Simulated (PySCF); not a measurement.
Breaking a bond: SMILES C=CCl (C₂H₃Cl). The C2–Cl6 bond (C2 also carries C, H; Cl6 carries nothing else) is varied alone, starting from the PBE0/def2-TZVP optimised geometry.

```
6

C      0.0000    -1.1005    -0.7287
C      0.0000     0.0000     0.0000
H     -0.0001    -2.0869    -0.2825
H      0.0001    -1.0235    -1.8092
H      0.0000     0.9974    -0.4207
Cl     0.0000     0.0000     1.7213
```

- NEVPT2 = SC-NEVPT2 on CASSCF(2,2)/def2-TZVP, all electrons correlated run with PySCF
- CASSCF(2,2)/def2-TZVP (PySCF)
- UKS-B3LYP = unrestricted B3LYP/def2-TZVP (PySCF 2.14.0)

Energies are in mEh, each relative to the lowest point of its own curve near equilibrium.

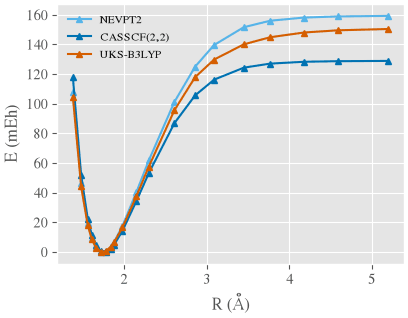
Figure: Energy against bond length for each method.

| R / Å | NEVPT2 | CASSCF(2,2) | UKS-B3LYP |
|---|---|---|---|
| 1.38 | 107.6 | 117.7 | 104.5 |
| 1.48 | 46.4 | 51.9 | 44.2 |
| 1.56 | 19.2 | 22.4 | 18.0 |
| 1.61 | 9.1 | 11.3 | 8.4 |
| 1.66 | 3.1 | 4.3 | 2.8 |
| 1.72 | 0.0 | 0.4 | 0.0 |
| 1.78 | 0.5 | 0.0 | 0.5 |
| 1.84 | 3.6 | 2.3 | 3.5 |
| 1.88 | 6.8 | 4.9 | 6.5 |
| 1.98 | 17.5 | 14.2 | 16.5 |
| 2.15 | 40.4 | 34.4 | 37.7 |
| 2.30 | 61.8 | 53.2 | 57.6 |
| 2.61 | 101.2 | 86.9 | 95.6 |
| 2.86 | 124.9 | 105.6 | 117.9 |
| 3.09 | 139.5 | 116.2 | 129.7 |
| 3.45 | 151.6 | 124.3 | 140.0 |
| 3.77 | 155.9 | 127.0 | 144.8 |
| 4.18 | 158.1 | 128.3 | 148.0 |
| 4.59 | 158.8 | 128.6 | 149.5 |
| 5.20 | 159.2 | 128.8 | 150.4 |

At the longest distance, 5.20 Å, NEVPT2 lies highest above its minimum (159.2 mEh) and CASSCF(2,2) lowest (128.8 mEh).

The unrestricted determinant behind UKS-B3LYP is spin-contaminated at 2.86 to 5.20 Å (<S²> up to 1.0, against 0.00 for a pure singlet).
